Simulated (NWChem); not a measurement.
# One shape, several levels: SiHF3 (SMILES F[SiH](F)F)

Wanted: a comparison of 6 runs (HF/def2-SVP, HF/def2-SVPD, PBE0/def2-SVP, B3LYP/6-31G*, TPSS/6-311+G**, TPSSh/def2-TZVP) of SiHF3. 

The calculation is run with NWChem 7.3.0.

## (1) Starting point

SiHF3 has 5 atoms, charge 0, and is taken as a singlet. SMILES: `F[SiH](F)F`. The shape is that of a PBE0-D4/def2-TZVP optimisation.

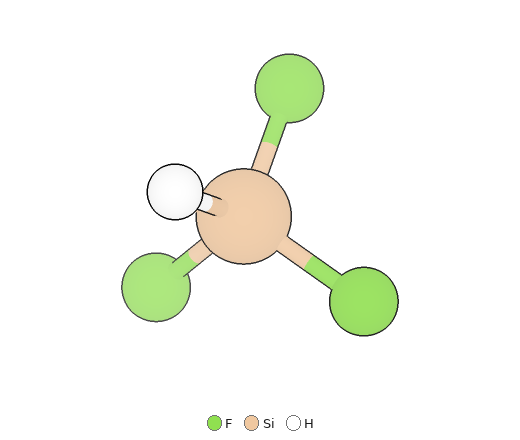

Viewed from a chosen angle; fluorine green, silicon light orange, hydrogen white.

## (2) Energy and forces at HF/def2-SVP (run 1)

The input, f3hsi.nw:

```
start f3hsi
memory total 2200 mb

geometry units angstroms noautosym nocenter noautoz
  F     -0.447100    -0.082200     1.491300
  Si     0.040700     0.001700    -0.001800
  F     -0.597100     1.281400    -0.657200
  F     -0.495900    -1.263300    -0.767200
  H      1.499400     0.062400    -0.065100
end

basis spherical bse
  * library def2-SVP
end

scf
  thresh 1e-08
  maxiter 80
  print low
end

task scf gradient
```

The run is started by

```console
$ nwchem f3hsi.nw > f3hsi.out
```

Log:

```text
[...]
  functions       =    65
[...]
  wavefunction    = RHF
[...]
         Total SCF energy =   -587.685972164194
      One-electron energy =  -1193.985663198441
      Two-electron energy =    417.891826984703
 Nuclear repulsion energy =    188.407864049543
        Time for solution =      2.6s
[...]
                         RHF ENERGY GRADIENTS
    atom               coordinates                        gradient
                 x          y          z           x          y          z
   1 F      -0.844896  -0.155335   2.818148    0.003317   0.000461  -0.007571
   2 Si      0.076912   0.003213  -0.003402   -0.016183  -0.000663   0.000617
   3 F      -1.128355   2.421495  -1.241928    0.004112  -0.006499   0.003312
   4 F      -0.937115  -2.387291  -1.449798    0.003596   0.006488   0.003867
   5 H       2.833455   0.117919  -0.123021    0.005159   0.000213  -0.000225
 Task  times  cpu:        3.4s     wall:        3.4s
 Total times  cpu:        3.5s     wall:        3.5s
```

It took 4.5 s on 1 thread of Intel Xeon Platinum 8488C (Sapphire Rapids), shared host; peak memory 0.1 GiB.

## (3) Energy and forces at HF/def2-SVPD (run 2)

The input, f3hsi.nw:

```
start f3hsi
title "F3HSi"
memory 2200 mb
geometry units angstroms noautosym nocenter noautoz
  F    -0.447100   -0.082200    1.491300
  Si    0.040700    0.001700   -0.001800
  F    -0.597100    1.281400   -0.657200
  F    -0.495900   -1.263300   -0.767200
  H     1.499400    0.062400   -0.065100
end
basis spherical bse
  * library def2-SVPD
end
scf
  nopen 0
  rhf
  thresh 1e-08
  maxiter 80
end
task scf gradient
```

The run is started by

```console
$ nwchem f3hsi.nw > f3hsi.out
```

Log:

```text
[...]
  functions       =   101
[...]
  wavefunction    = RHF
[...]
         Total SCF energy =   -587.710063568431
      One-electron energy =  -1193.735216533649
      Two-electron energy =    417.617288915675
 Nuclear repulsion energy =    188.407864049543
        Time for solution =     10.4s
[...]
                         RHF ENERGY GRADIENTS
    atom               coordinates                        gradient
                 x          y          z           x          y          z
   1 F      -0.844896  -0.155335   2.818148    0.004664   0.000643  -0.010537
   2 Si      0.076912   0.003213  -0.003402   -0.019275  -0.000792   0.000754
   3 F      -1.128355   2.421495  -1.241928    0.005755  -0.009009   0.004589
   4 F      -0.937115  -2.387291  -1.449798    0.005039   0.009002   0.005361
   5 H       2.833455   0.117919  -0.123021    0.003817   0.000157  -0.000167
[...]
```

It took 15 s on 1 thread of Intel Xeon Platinum 8488C (Sapphire Rapids), shared host; peak memory 0.1 GiB.

Runs 3 to 5 aren't shown in full; the table further down has their settings and results.

## (4) Energy and gradient at TPSSh/def2-TZVP (run 6)

The input, run.py:

```python
from ase import Atoms
from ase.calculators.nwchem import NWChem

molecule = Atoms(['F', 'Si', 'F', 'F', 'H'], positions=[
    [-0.447100, -0.082200, 1.491300],
    [0.040700, 0.001700, -0.001800],
    [-0.597100, 1.281400, -0.657200],
    [-0.495900, -1.263300, -0.767200],
    [1.499400, 0.062400, -0.065100],
])

calc = NWChem(
    label='f3hsi',
    theory='dft',
    memory='2200 mb',
    basis='def2-TZVP',
    basispar='spherical bse',
    dft={'xc': 'xctpssh', 'mult': '1', 'grid': 'fine', 'convergence': 'energy 1e-08', 'iterations': '100', 'mulliken': None},
)
molecule.calc = calc

forces = molecule.get_forces()
print(f"energy = {molecule.get_potential_energy():.6f} eV")
print("forces (eV/A):")
for s, f in zip(molecule.symbols, forces):
    print(f"{s:2s} {f[0]:10.5f} {f[1]:10.5f} {f[2]:10.5f}")
print("dipole (e A):", molecule.get_dipole_moment().round(4))
```

The run is started by

```console
$ export ASE_NWCHEM_COMMAND="nwchem PREFIX.nwi > PREFIX.nwo"
$ python run.py
```

Log:

```text
energy = -16054.060269 eV
forces (eV/A):
F    -0.07168   -0.01435    0.26220
Si    0.30576    0.01234   -0.00962
F    -0.09971    0.22919   -0.11776
F    -0.08171   -0.22507   -0.13714
H    -0.05266   -0.00211    0.00231
dipole (e A): [ 0.2587  0.0108 -0.0114]
```

The calculator wrote f3hsi.nwi:

```
title "f3hsi"

permanent_dir f3hsi

scratch_dir f3hsi

start f3hsi

geometry units angstrom nocenter noautosym noautoz
  F  -4.4710000000000000e-01 -8.2199999999999995e-02 1.4913000000000001e+00
  Si 4.0700000000000000e-02 1.6999999999999999e-03 -1.8000000000000000e-03
  F  -5.9709999999999996e-01 1.2814000000000001e+00 -6.5720000000000001e-01
  F  -4.9590000000000001e-01 -1.2633000000000001e+00 -7.6719999999999999e-01
  H  1.4994000000000001e+00 6.2399999999999997e-02 -6.5100000000000005e-02
end

memory 2200 mb

basis spherical bse noprint
   * library def2-TZVP
end

dft
  xc xctpssh
  mult 1
  grid fine
  convergence energy 1e-08
  iterations 100
  mulliken
end

task dft gradient
```

f3hsi.nwo, shortened:

```text
[...]
         Total DFT energy =     -589.975837847821
[...]
  wavefunction    = closed shell
                         DFT ENERGY GRADIENTS
    atom               coordinates                        gradient
                 x          y          z           x          y          z
   1 F      -0.844896  -0.155335   2.818148    0.001394   0.000279  -0.005099
   2 Si      0.076912   0.003213  -0.003402   -0.005946  -0.000240   0.000187
   3 F      -1.128355   2.421495  -1.241928    0.001939  -0.004457   0.002290
   4 F      -0.937115  -2.387291  -1.449798    0.001589   0.004377   0.002667
   5 H       2.833455   0.117919  -0.123021    0.001024   0.000041  -0.000045
[...]
```

It took 38 s on 1 thread of Intel Xeon Platinum 8488C (Sapphire Rapids), shared host; peak memory 0.13 GiB.

## (5) Overview of the runs

```tsv
run	level	iteration cap	module	energy (Eh)	largest force (eV/Å)	wall time
1	HF/def2-SVP	80	scf	-587.685972	0.833	4.5 s
2	HF/def2-SVPD	80	scf	-587.710064	0.993	15 s
3	PBE0/def2-SVP	100	dft	-589.064359	1.099	11 s
4	B3LYP/6-31G* (spherical functions)	100	dft	-589.795356	0.779	13 s
5	TPSS/6-311+G**	100	dft	-589.944387	1.315	20 s
6	TPSSh/def2-TZVP	100	dft	-589.975838	0.306	38 s
```

## (6) Outcome

| quantity | value |
| --- | --- |
| run 6: total energy | -589.97584 Eh |
| run 6: dipole moment | 1.24 D |
| run 6: HOMO energy | -10.43 eV |
| run 6: LUMO energy | 0.73 eV |
| run 6: HOMO–LUMO gap | 11.16 eV |
| run 6: largest force on an atom | 0.306 eV/Å |

**Reading.** Over runs 2, 4, 5, 6 the dipole moment (its size) runs from 1.24 D (TPSSh/def2-TZVP) to 1.59 D (HF/def2-SVPD). The two ends differ in method and basis. Over runs 2, 4, 6 the HOMO–LUMO gap runs from 11.16 eV (TPSSh/def2-TZVP) to 17.82 eV (HF/def2-SVPD). Totals of different functionals can't be ranked against each other. All runs together took 99 s, the longest 38 s.
